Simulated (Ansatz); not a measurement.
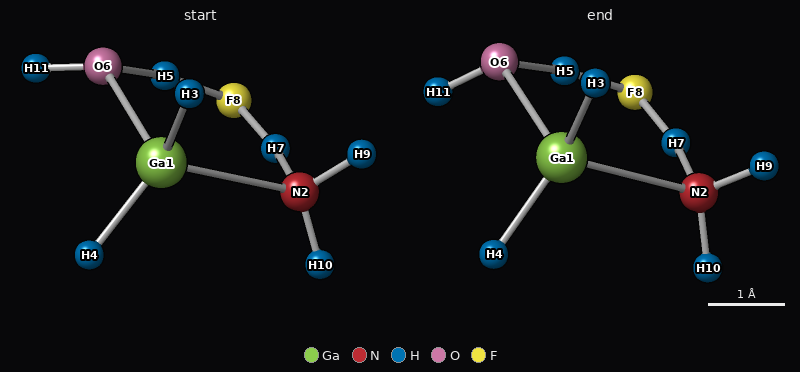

The structure of GaNH7OF before (left) and after (right) a constrained relaxation, at one scale.

A ball-and-stick model, seen from a free direction.

The reaction that was planned forms Ga1–O6, H5–F8, N2–H7 and breaks Ga1–N2, H5–O6, H7–F8 (atoms numbered from 1 in input order).

These are results of Ansatz 0.2.0, RKS PBE0-D4/def2-SVP, not measurements. (held fixed: the distance between atoms 1 (Ga) and 6 (O), the distance between atoms 5 (H) and 8 (F), the distance between atoms 2 (N) and 7 (H), the distance between atoms 1 (Ga) and 2 (N), the distance between atoms 5 (H) and 6 (O), the distance between atoms 7 (H) and 8 (F), counting from 1; force threshold 0.04 eV/Å; at most 150 steps)

Summarise the run.

Answer. Over 4 geometry steps the energy falls by 2.44 kcal/mol. Largest force component: 0.38 eV/Å at the start, 0.011 eV/Å at the end. H11 moves most after the best rigid fit: 0.31 Å. By element the largest moves are H 0.31 Å, F 0.12 Å, O 0.08 Å, Ga 0.07 Å, N 0.02 Å. Near-neighbour distances that change, for instance: Ga1–H4 1.549 → 1.563 Å, Ga1–H3 1.543 → 1.556 Å, O6–H11 0.956 → 0.964 Å, N2–H10 1.014 → 1.019 Å. Bond angles that change, for instance: Ga1–O6–H11 125.7° → 109.5°, H3–Ga1–H4 124.8° → 133.4°, N2–Ga1–H4 113.2° → 106.9°.
